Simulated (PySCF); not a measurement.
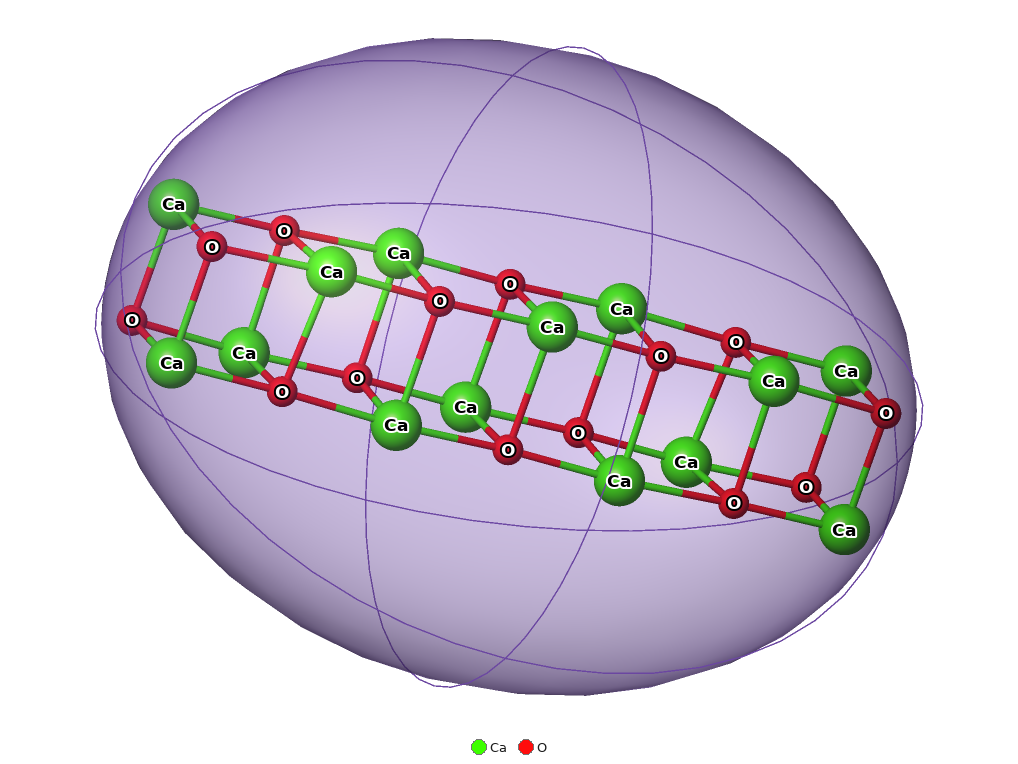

The ellipsoid shows the static dipole polarisability: its half-axes are proportional to the principal values. The geometry was computed by an optimisation with GFN2-xTB. No frequency run is at hand to confirm it as a minimum. Computed with ωB97X-D/def2-SVP (PySCF 2.14.0).

> How large and how anisotropic is the polarisability?

Principal values 295.2, 306.3, 402.9 bohr³; mean 334.8 bohr³ (49.61 Å³); anisotropy 102.5 bohr³, so the longest axis is 1.36 times the shortest.

The geometry is semi-empirical. Around Ca such bond lengths and angles can be off by a tenth of an ångström or more and by several degrees, and values that hang on the shape move with them.
